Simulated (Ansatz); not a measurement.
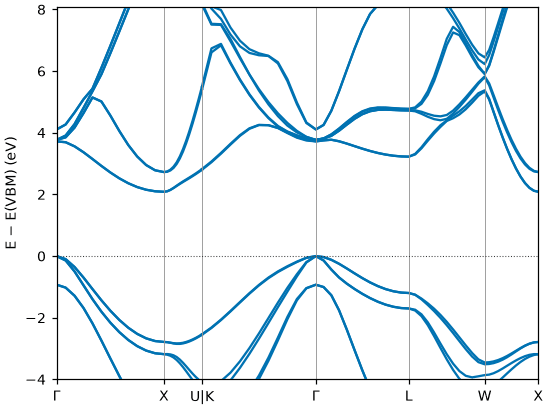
Band structure from r²SCAN with spin–orbit coupling (plane waves, PAW; program Ansatz)

Task: Read off the gap and where the band edges lie.

Result: About 2.1 eV (2.09 eV by a search for the band edges); maximum at Γ, minimum at X.

The material is BeTe (zinc blende, F-43m).

The cell was relaxed with r²SCAN under the symmetry of its start; of distortions, only those at the zone centre were tested.

Potentials: the later of the program's two PAW sets.
